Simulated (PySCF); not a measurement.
# C7H16OSi: what the fields show

The calculation's input:

```
{"job": {"kind": "nmr", "xc": "PBE0", "basis": "pcSseg-1"}, "charge": 0, "multiplicity": 1}
C      3.819329     1.439817     0.553961
C      2.349196     1.671052     0.863704
O      1.598640     0.643295     0.253583
C      0.244552     0.794847     0.239280
C     -0.537496    -0.252309    -0.004254
Si     0.359482    -1.890927    -0.237316
C     -2.029254    -0.088540    -0.100860
C     -2.526058    -0.502609    -1.485865
C     -2.734002    -0.899686     0.986583
H      3.984453     1.484501    -0.519116
H      4.426440     2.197096     1.042163
H      4.117386     0.456610     0.907651
H      2.184028     1.658662     1.951937
H      2.025605     2.650697     0.481095
H     -0.123964     1.805332     0.410199
H      1.192316    -2.158912     0.936989
H      1.184892    -1.848784    -1.446354
H     -0.604257    -2.991282    -0.375627
H     -2.273982     0.971697     0.048800
H     -3.603245    -0.365594    -1.560720
H     -2.295593    -1.548519    -1.671807
H     -2.045425     0.097572    -2.255408
H     -2.380904    -0.598776     1.970319
H     -2.533337    -1.959968     0.857907
H     -3.809738    -0.741127     0.940982
```

Launched as:

```sh
OMP_NUM_THREADS=1 python probes_run.py task.json out
```

Geometry: GFN2-xTB.

Computed with PBE0/pcSseg-1, SCF density, gas phase, non-relativistic in PySCF 2.14.0.

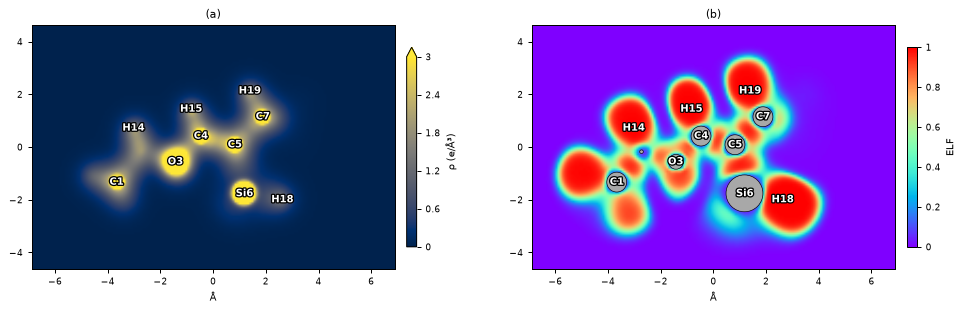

Figure 1. (a) electron density; (b) ELF on the plane of atoms O3, C4 and C5. Grey discs cover the atomic cores in the ELF map.

**Interpret the plot.**

- The plane passes through C, O, Si and H nuclei.
- C–C (1.33 Å): ρ is about 2.3 e/Å³ halfway; the ELF peaks at about 0.90 between the atoms (a multiple bond).
- C–O (1.36 Å): ρ is about 2.3 e/Å³ halfway, with its minimum of 2 e/Å³ about 0.5 Å from C; the ELF peaks at about 0.90 between the atoms, as expected for a shared but strongly polarised pair.
- C–Si (1.88 Å): ρ is about 0.92 e/Å³ halfway; the ELF peaks at about 0.95 between the atoms (a covalent bond).
- C–H (1.09 Å): ρ at the midpoint is about 2 e/Å³; the ELF climbs to about 1 towards the hydrogen, as it does in any bond to H: a covalent bond by its length.
- C–C (1.50 Å): the density is about 1.7 e/Å³ at the midpoint; the ELF peaks at about 0.95 between the atoms, as expected for localised, covalent bonding.
- The ELF also peaks beside O3, away from the bonds: lone-pair regions.

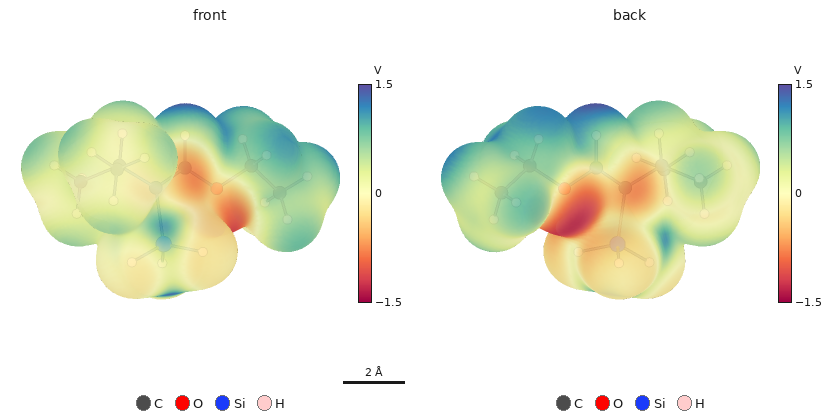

Figure 2. The molecular electrostatic potential painted on the density surface at 0.004 e/bohr³, seen from the front and from behind; the colour scale runs from red (negative) to blue (positive).

**Where is the surface potential most negative and most positive?**

The most negative region (about −1.3 V, or −30 kcal/mol for a unit charge) lies over O3, the most positive (about +1.4 V, or +32 kcal/mol for a unit charge) over Si6 and H15. O3 is the likeliest acceptor of a hydrogen bond.
